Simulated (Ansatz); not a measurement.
# C2H2B (charge +1): molecular dynamics

The plan is to follow the molecule's vibrations and see whether its bonds hold. The start is relaxed first. Runs: 600 steps of 1 fs under a Langevin thermostat at 300 K. SMILES of the start: b1c[cH+]1.

Program: Ansatz 0.2.0. Level of theory: RKS PBE-D4/def2-SVP. These are calculated values, not measurements.

## Step 1: The starting structure

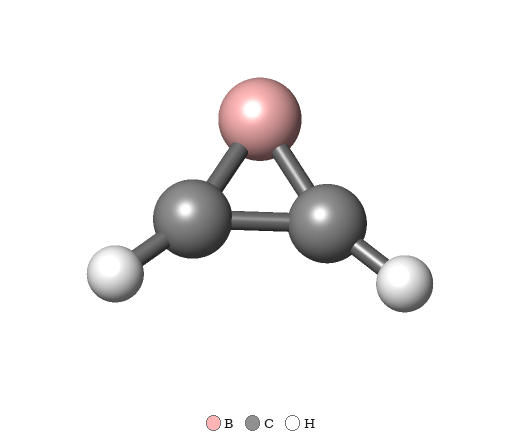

The starting structure, seen from a chosen angle (boron pink, carbon grey, hydrogen white).

Structure file:

```xyz
5

B    -1.1215    0.4465   -0.4288
C    -0.2946   -0.6463    0.0042
C     0.2393    0.6677   -0.0204
H     0.0146   -1.6483    0.2512
H     1.1622    1.1804    0.1938
```

## Step 2: Preparing the start

File input.yaml:

```yaml
crystal:
  periodic: [false, false, false]
  atoms:
    - { symbol: B, position_ang: [-1.12146, 0.44652, -0.42879] }
    - { symbol: C, position_ang: [-0.29457, -0.64634, 0.00422] }
    - { symbol: C, position_ang: [0.23926, 0.66774, -0.02044] }
    - { symbol: H, position_ang: [0.01456, -1.64835, 0.2512] }
    - { symbol: H, position_ang: [1.16221, 1.18043, 0.19382] }
total_charge: 1
basis:
  gaussian: { orbitals: def2-SVP }
hamiltonian:
  xc: pbe
  dispersion: d4
relax:
  f_tol: 0.02
  max_steps: 40
scf:
  lower_state_search: "off"
output:
  orbitals: {}
```

Started as:

```sh
> ansatz run input.yaml --threads 1 --pin off --max-ram 2048MiB --backend cpu --events-out ev --progress --plain --runs-dir out
```

The program printed (excerpt; [...] marks lines left out):

```text
Warning: RAYON_NUM_THREADS=1 ignored (pool sized by the plan → 1); use --threads N
[...]
Functional definition: PBE
[...]
586 factors; their error is unknown
[...]
mean field -2763.91444096 eV, -101.5719822569 hartree, gradient 5.0e-6 eV, S^2 0.000000; 0 other end points of the search recorded, 0 dependent functions left out
[...]
reference -2763.91446908 eV, -101.5719832902 hartree; 9, 9 occupied and 43, 43 virtual orbitals, 586 factors
relax step   1: F+E_penalty+E_count = -2763.96620699 eV  Δ(F+E_penalty+E_count) = +0.000e0 eV  max|allowed force component| = 1.569e0 eV/Å  Δτ_max = 0.0000 Å  (15 SCF iters, accepted)
[...]
relax step   4: F+E_penalty+E_count = -2764.08662301 eV  Δ(F+E_penalty+E_count) = -6.321e-3 eV  max|allowed force component| = 1.276e-1 eV/Å  Δτ_max = 0.0265 Å  (19 SCF iters, accepted)
[...]
relax step   5: F+E_penalty+E_count = -2764.08763065 eV  Δ(F+E_penalty+E_count) = -1.008e-3 eV  max|allowed force component| = 1.135e-2 eV/Å  Δτ_max = 0.0132 Å  (20 SCF iters, accepted)
Total energy: -2764.08765848 eV, -101.5783478831 hartree
Atom 0 at    -1.127269     0.448773    -0.429243 Å, force     0.011354    -0.004554     0.004290 eV/Å
Atom 1 at    -0.349458    -0.649546    -0.014583 Å, force    -0.001373     0.010973    -0.001825 eV/Å
Atom 2 at     0.201513     0.708444    -0.041760 Å, force    -0.008408    -0.007017    -0.001812 eV/Å
Atom 3 at     0.081555    -1.624308     0.270262 Å, force     0.000409     0.003099    -0.000470 eV/Å
Atom 4 at     1.193659     1.116636     0.215334 Å, force    -0.001982    -0.002501    -0.000182 eV/Å
Dipole moment:    -0.096993     0.038614    -0.036928 e Å
Checks for a lower state left out: stability, starts, cluster_reference, orbital_swaps, neighbouring_geometries, increment
```

Run time: 3.1 s. Hardware: 1 thread of Arm Neoverse V2, shared host; peak memory 0.099 GiB.

The steps of the relaxation:

| step | energy from step 1 (eV) | largest force component (eV/Å) |
| --- | --- | --- |
| 1 | 0.0000 | 1.5691 |
| 2 | -0.0736 | 0.8612 |
| 3 | -0.1141 | 0.3429 |
| 4 | -0.1204 | 0.1276 |
| 5 | -0.1214 | 0.0114 |

Step 1 is the start.

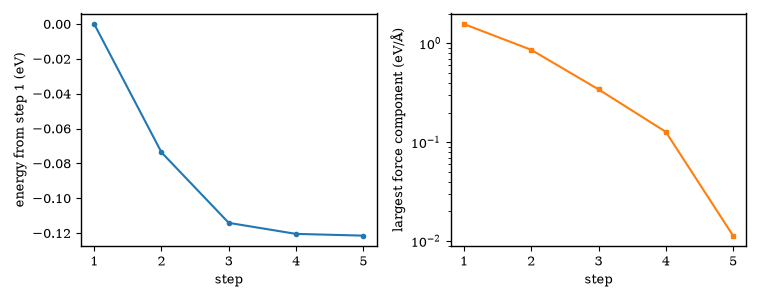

Energy and largest force along the relaxation.

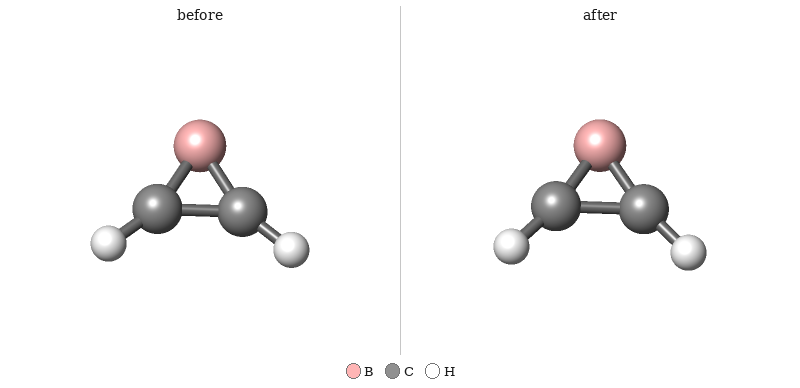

The structure before (left) and after (right), drawn at the same scale.

After: Bond lengths: B1–C2 1.408 Å, B1–C3 1.408 Å, C2–C3 1.466 Å, C2–H4 1.103 Å, C3–H5 1.103 Å. Angles: B1–C2–C3 58.6°, B1–C2–H4 168.8°, C3–C2–H4 132.6°, C2–B1–C3 62.7°, B1–C3–C2 58.6°, B1–C3–H5 168.8°, C2–C3–H5 132.6°.

## Step 3: Dynamics

600 steps of 1 fs under a Langevin thermostat at 300 K, from the relaxed start.

File input.yaml:

```yaml
crystal:
  periodic: [false, false, false]
  atoms:
    - { symbol: B, position_ang: [-1.127269, 0.448773, -0.429243] }
    - { symbol: C, position_ang: [-0.349458, -0.649546, -0.014583] }
    - { symbol: C, position_ang: [0.201513, 0.708444, -0.04176] }
    - { symbol: H, position_ang: [0.081555, -1.624308, 0.270262] }
    - { symbol: H, position_ang: [1.193659, 1.116636, 0.215334] }
total_charge: 1
basis:
  gaussian: { orbitals: def2-SVP }
hamiltonian:
  xc: pbe
  dispersion: d4
md:
  timestep: 1.0
  n_steps: 600
  ensemble: nvt_langevin
  temperature: 300.0
  initial_velocities: maxwell_boltzmann
  seed: 168229
  friction: 0.001
scf:
  lower_state_search: "off"
```

Started as:

```sh
> ansatz run input.yaml --threads 1 --pin off --max-ram 2048MiB --backend cpu --events-out ev --progress --plain --runs-dir out
```

The program printed (excerpt; [...] marks lines left out):

```text
Warning: RAYON_NUM_THREADS=1 ignored (pool sized by the plan → 1); use --threads N
[...]
[... 1 set-up line as earlier in the session ...]
[...]
586 factors; their error is unknown
[...]
mean field -2764.03585672 eV, -101.5764442036 hartree, gradient 7.9e-6 eV, S^2 0.000000; 0 other end points of the search recorded, 0 dependent functions left out
[...]
reference -2764.03588455 eV, -101.5764452262 hartree; 9, 9 occupied and 43, 43 virtual orbitals, 586 factors
md step     0: t =     0.00 fs  T =   240.0 K  F+E_penalty+E_count = -2764.08763065 eV  E_kin = 0.155112 eV  (14 SCF iters)
[...]
md step    21: t =    21.00 fs  T =   230.6 K  F+E_penalty+E_count = -2764.06178534 eV  E_kin = 0.149020 eV  (21 SCF iters, 3 dispersion substeps)
[...]
md step    42: t =    42.00 fs  T =   177.1 K  F+E_penalty+E_count = -2764.03864237 eV  E_kin = 0.114428 eV  (22 SCF iters, 3 dispersion substeps)
[...]
md step    63: t =    63.00 fs  T =   171.9 K  F+E_penalty+E_count = -2764.02784933 eV  E_kin = 0.111097 eV  (21 SCF iters, 3 dispersion substeps)
[...]
md step    84: t =    84.00 fs  T =   209.0 K  F+E_penalty+E_count = -2764.04218256 eV  E_kin = 0.135046 eV  (21 SCF iters, 3 dispersion substeps)
md step    85: t =    85.00 fs  T =   127.9 K  F+E_penalty+E_count = -2763.98969089 eV  E_kin = 0.082641 eV  (22 SCF iters, 3 dispersion substeps)
```

## Step 4: More of the same log: dynamics from the start

Output, continued (excerpt; [...] marks lines left out):

```text
md step    86: t =    86.00 fs  T =    90.4 K  F+E_penalty+E_count = -2763.96346704 eV  E_kin = 0.058404 eV  (22 SCF iters, 3 dispersion substeps)
[...]
md step   113: t =   113.00 fs  T =   125.0 K  F+E_penalty+E_count = -2763.99544181 eV  E_kin = 0.080773 eV  (22 SCF iters, 3 dispersion substeps)
[...]
md step   140: t =   140.00 fs  T =   205.0 K  F+E_penalty+E_count = -2764.04431449 eV  E_kin = 0.132504 eV  (22 SCF iters, 3 dispersion substeps)
[...]
md step   167: t =   167.00 fs  T =   185.2 K  F+E_penalty+E_count = -2764.04113385 eV  E_kin = 0.119716 eV  (20 SCF iters, 3 dispersion substeps)
[...]
md step   193: t =   193.00 fs  T =   234.8 K  F+E_penalty+E_count = -2764.05129970 eV  E_kin = 0.151775 eV  (21 SCF iters, 3 dispersion substeps)
md step   194: t =   194.00 fs  T =   145.6 K  F+E_penalty+E_count = -2763.99181793 eV  E_kin = 0.094096 eV  (21 SCF iters, 3 dispersion substeps)
```

## Step 5: The output, continued: dynamics from the start

Output, continued (excerpt; [...] marks lines left out):

```text
md step   195: t =   195.00 fs  T =   104.0 K  F+E_penalty+E_count = -2763.96359947 eV  E_kin = 0.067240 eV  (21 SCF iters, 3 dispersion substeps)
[...]
md step   218: t =   218.00 fs  T =   236.8 K  F+E_penalty+E_count = -2764.06620432 eV  E_kin = 0.153046 eV  (20 SCF iters, 3 dispersion substeps)
[...]
md step   241: t =   241.00 fs  T =   128.2 K  F+E_penalty+E_count = -2763.99745582 eV  E_kin = 0.082878 eV  (22 SCF iters, 3 dispersion substeps)
[...]
md step   264: t =   264.00 fs  T =   133.1 K  F+E_penalty+E_count = -2764.00705390 eV  E_kin = 0.085993 eV  (22 SCF iters, 3 dispersion substeps)
[...]
md step   599: t =   599.00 fs  T =   295.1 K  F+E_penalty+E_count = -2763.95252036 eV  E_kin = 0.190747 eV  (21 SCF iters, 3 dispersion substeps)
[...]
md step   600: t =   600.00 fs  T =   366.0 K  F+E_penalty+E_count = -2763.99978814 eV  E_kin = 0.236531 eV  (21 SCF iters, 3 dispersion substeps)
Total energy: -2763.99981583 eV, -101.5751197255 hartree
Atom 0 at    -0.852964     1.228484    -1.031217 Å, force     0.150656     0.180076     0.099090 eV/Å
Atom 1 at     0.047206     0.446267    -1.778181 Å, force    -1.283382     1.034884     1.034752 eV/Å
Atom 2 at     0.290864     0.745199    -0.368485 Å, force    -0.132530    -0.381789    -0.362275 eV/Å
Atom 3 at     0.532764    -0.156900    -2.493846 Å, force     1.005209    -1.009336    -1.262784 eV/Å
Atom 4 at     1.103638     0.326952     0.229156 Å, force     0.260046     0.176165     0.491217 eV/Å
Dipole moment:    -0.105472     0.035272     0.005711 e Å
Checks for a lower state left out: stability, starts, cluster_reference, orbital_swaps, neighbouring_geometries, increment
```

It took 5 min on 1 thread of Arm Neoverse V2, shared host; peak memory 0.09 GiB.

## Step 6: Frames and traces

One step in 24; energies are changes from step 0:

| time (fs) | T (K) | potential energy change (meV/atom) |
| --- | --- | --- |
| 0.0 | 240 | 0.0 |
| 24.0 | 48 | 28.2 |
| 48.0 | 167 | 10.1 |
| 72.0 | 224 | 8.3 |
| 96.0 | 66 | 28.9 |
| 120.0 | 208 | 3.8 |
| 144.0 | 96 | 24.3 |
| 168.0 | 111 | 19.6 |
| 192.0 | 232 | 6.5 |
| 216.0 | 93 | 25.1 |
| 240.0 | 204 | 8.3 |
| 264.0 | 133 | 16.1 |
| 288.0 | 89 | 28.1 |
| 312.0 | 237 | 6.2 |
| 336.0 | 133 | 30.4 |
| 360.0 | 252 | 13.4 |
| 384.0 | 281 | 8.0 |
| 408.0 | 153 | 23.8 |
| 432.0 | 255 | 10.0 |
| 456.0 | 137 | 30.7 |
| 480.0 | 208 | 21.8 |
| 504.0 | 248 | 19.6 |
| 528.0 | 194 | 29.9 |
| 552.0 | 346 | 14.4 |
| 576.0 | 187 | 36.1 |
| 600.0 | 366 | 17.6 |

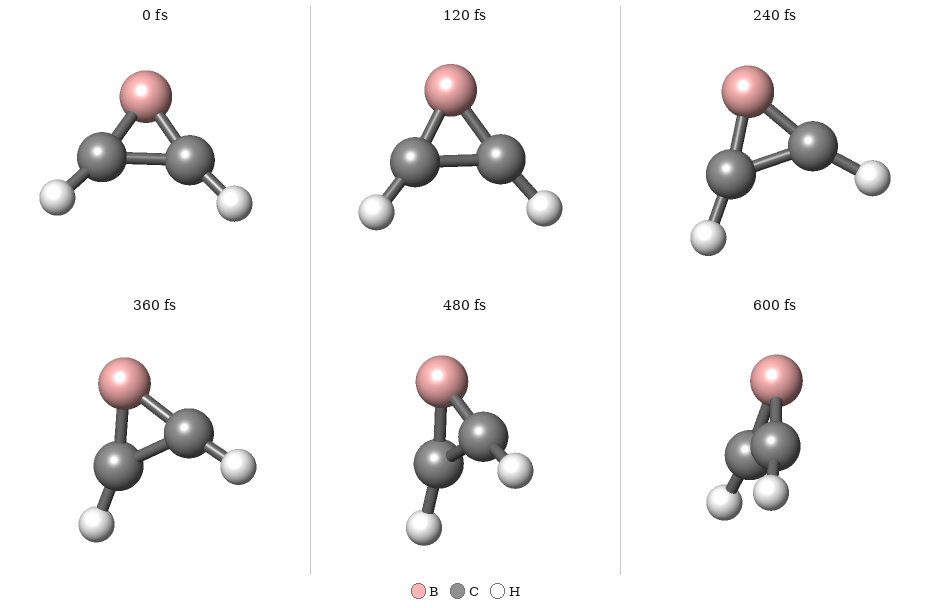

Six frames of the run, seen from a chosen angle. Sticks join atoms within a bonding distance in each frame.

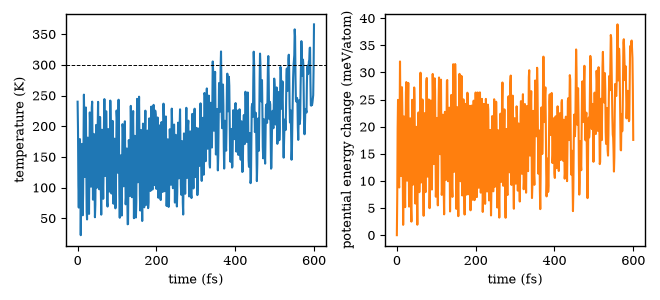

Traces against time; each panel has its own scale. The dashed line is the set temperature.

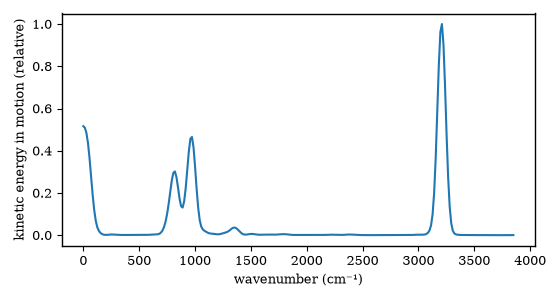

Power spectrum of the mass-weighted velocities; a run of 600 fs resolves no finer than about 110 cm⁻¹.

Maxima of the velocity power spectrum (cm⁻¹, relative height; resolution about 110 cm⁻¹): 820 (30), 970 (47), 3210 (100).

## Step 7: Positions and forces

Extended XYZ, with forces in eV/Å:

```xyz
5
time_fs=75.0 T=76 dE=0.1422
B    -1.135    0.338   -0.219    0.437    0.255   -0.041
C    -0.194   -0.685    0.023   -0.277   -2.253    0.197
C     0.251    0.641   -0.242    2.027    1.492    0.047
H     0.292   -1.697    0.205   -0.290    1.029   -0.076
H     1.348    1.061   -0.252   -1.896   -0.523   -0.128
5
time_fs=150.0 T=173 dE=0.0747
B    -1.128    0.245   -0.116    0.099    0.313   -0.192
C    -0.090   -0.700   -0.040    0.156   -1.764    0.366
C     0.201    0.677   -0.334    1.347    0.977    0.043
H     0.516   -1.645    0.109   -0.369    0.854   -0.178
H     1.223    1.180   -0.454   -1.234   -0.380   -0.039
5
time_fs=225.0 T=148 dE=0.0738
B    -1.145    0.160   -0.051   -0.383    0.086   -0.205
C    -0.007   -0.634   -0.249   -0.593    0.994    0.414
C     0.061    0.849   -0.246   -0.923   -1.385    0.260
H     0.747   -1.400   -0.258    0.752   -0.723   -0.260
H     0.901    1.498   -0.293    1.147    1.028   -0.210
5
time_fs=300.0 T=134 dE=0.0942
B    -1.180    0.128   -0.156   -0.044   -0.436   -0.107
C    -0.015   -0.556   -0.568   -0.503    1.630    0.629
C     0.003    0.875   -0.106   -1.508   -1.886   -0.414
H     0.815   -1.163   -0.901    0.486   -0.605   -0.282
H     0.732    1.626   -0.001    1.569    1.297    0.175
5
time_fs=375.0 T=205 dE=0.1048
B    -1.113    0.252   -0.422   -0.627   -0.859   -0.266
C     0.036   -0.343   -0.988    0.935    0.717   -0.222
C     0.102    0.817   -0.056    0.479    0.678    0.132
H     0.883   -0.788   -1.595   -0.815    0.050    0.571
H     0.846    1.548    0.345    0.028   -0.587   -0.215
5
time_fs=450.0 T=191 dE=0.1111
B    -1.032    0.450   -0.708   -0.107   -0.350   -0.147
C     0.143   -0.070   -1.307    0.032   -0.428   -1.226
C     0.204    0.766   -0.128    1.740    1.200    1.294
H     0.854   -0.544   -2.058   -0.436    0.392    0.930
H     1.076    1.235    0.482   -1.228   -0.814   -0.852
5
time_fs=525.0 T=199 dE=0.1291
B    -1.014    0.742   -0.963    0.594    0.144    0.058
C     0.155    0.247   -1.603   -1.795    0.366    0.393
C     0.206    0.774   -0.248    1.347   -0.480    0.674
H     0.754   -0.261   -2.336    1.016   -0.347   -0.524
H     1.116    0.750    0.451   -1.162    0.318   -0.601
5
time_fs=600.0 T=366 dE=0.0878
B    -0.853    1.228   -1.031    0.151    0.180    0.099
C     0.047    0.446   -1.778   -1.283    1.035    1.035
C     0.291    0.745   -0.368   -0.133   -0.382   -0.362
H     0.533   -0.157   -2.494    1.005   -1.009   -1.263
H     1.104    0.327    0.229    0.260    0.176    0.491
```

## Step 8: What came out

| quantity | value |
| --- | --- |
| relaxation of the start | 4 moves, 0.121 eV lower |
| length | 600 steps of 1 fs |
| temperature, first and last step | 240 and 366 K |
| temperature, second half | mean 218 K, from 88 to 366 K |
| potential energy, second half | +21 meV/atom from the start |
| bonds formed or broken | 0 |

**Reading.** Against a set 300 K the second half averages 218 K with a spread of 53 K; 21 meV/atom has gone into potential energy, and a thermostat that acts over some 1000 fs has not made it up in 600 fs. The bonding pattern survives the run. A run of 600 fs with 5 atoms shows the motion but fixes no equilibrium value. The nuclei move classically, without zero-point motion, which matters most for hydrogen.
